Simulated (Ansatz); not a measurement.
**FH$_{4}$NSi: density, localisation and related maps**

Input file:

```
crystal:
  periodic: [false, false, false]
  atoms:
    - { symbol: Si, position_ang: [0.177551, -0.006728, 0.241378] }
    - { symbol: H, position_ang: [0.166192, 0.363941, 1.648498] }
    - { symbol: "N", position_ang: [1.927638, -0.184251, 0.2749] }
    - { symbol: H, position_ang: [2.488846, -0.436066, -0.531745] }
    - { symbol: H, position_ang: [2.416787, 0.496644, 0.844187] }
    - { symbol: F, position_ang: [-0.460814, 1.144587, -0.693524] }
    - { symbol: H, position_ang: [-0.475599, -1.272127, -0.156193] }
basis:
  gaussian: { orbitals: "6-31G*" }
hamiltonian:
  xc: r2scan
  dispersion: d4
relax:
  f_tol: 0.03
  max_steps: 50
output:
  orbitals: {}
```

Run with:

```sh
ansatz run input.yaml --threads 1 --pin off --max-ram 2048MiB --backend cpu --events-out ev --progress --plain --runs-dir out
```

The fields are those of the run's last geometry, not of the input's.

Theory: Ansatz, RKS r2SCAN-D4/6-31G*.

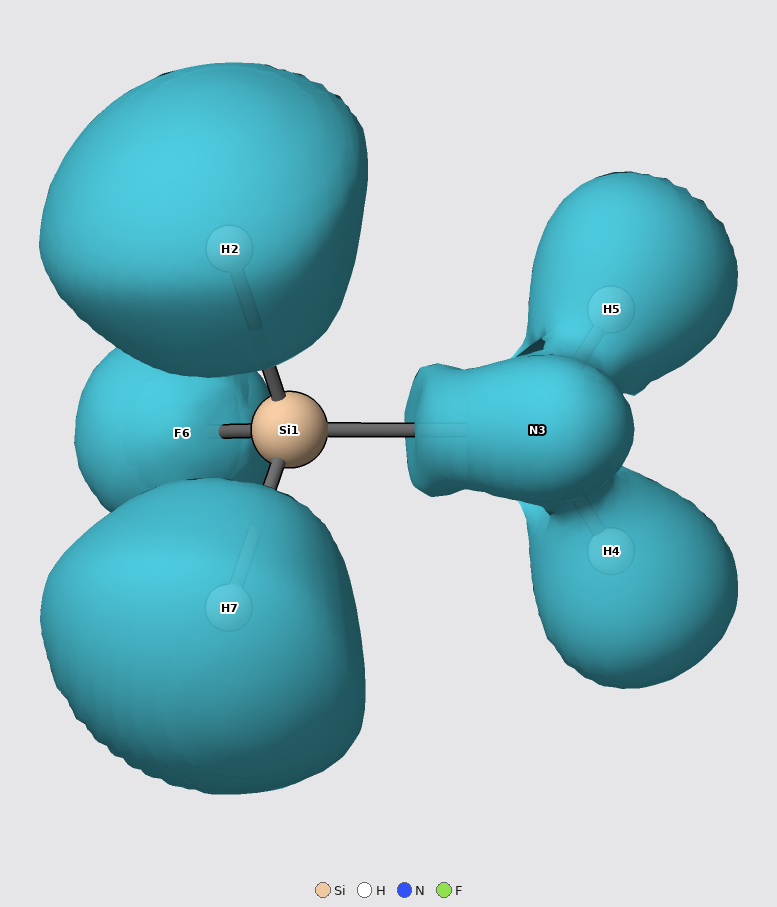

Figure 1. Isosurface of the electron localisation function at 0.8 (cyan), seen across its widest extent. Core shells and regions of very low density are left out.

What do the ELF domains correspond to?

At this value the surface marks out two regions around hydrogen nuclei, one region wrapped around F (its lone pairs, merged into a ring or cap) and one joined region spread over several atoms (H, N), in which their bonds and any lone pairs are merged. Along the contacts the grid gives the following. Si–F (1.62 Å): the ELF peaks at about 0.85 in the valence shell of F, 0.6 Å from its nucleus, and is about 0.50 at the midpoint. Si–N (1.71 Å): the ELF peaks at about 0.90 between the atoms, as expected for a polar covalent bond.

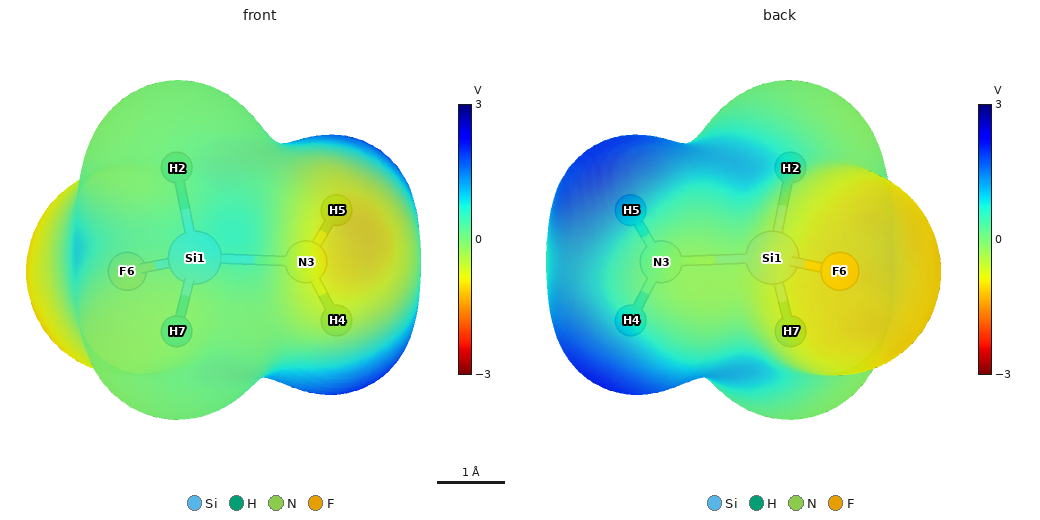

Figure 2. The electrostatic potential painted on the density surface at 0.002 e/bohr³, seen from the front and from behind; the colour scale runs from red (negative) to blue (positive).

Which sites attract a positive test charge, and which a negative one?

A positive charge is drawn to the negative regions and a negative charge to the positive ones. The most negative region (about −1.1 V, or −25 kcal/mol for a unit charge) lies over N3 and F6, the most positive (about +2.1 V, or +48 kcal/mol for a unit charge) over H4 and H5.

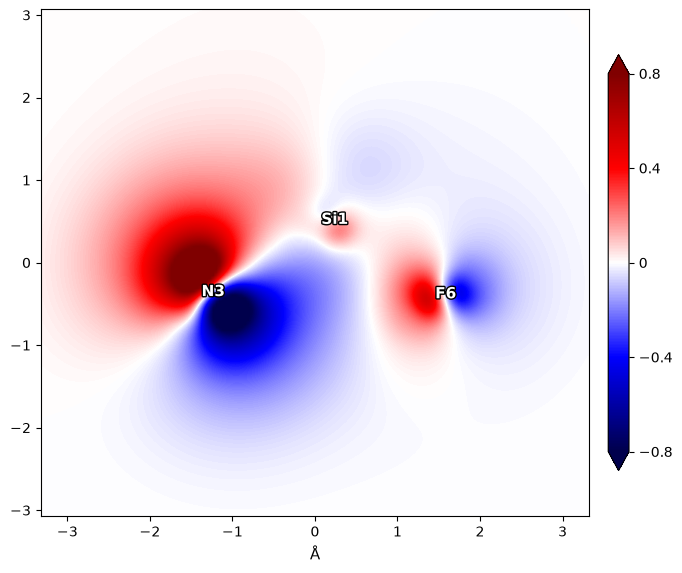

Figure 3. The HOMO on the plane of atoms N3, Si1 and F6 (values in Å⁻³ᐟ²; the overall sign is arbitrary).

What is the character of this orbital?

Its weight (Hirshfeld) is mainly on N3 (about 70 %); largely a lone pair of N3. Its energy is −6.64 eV.
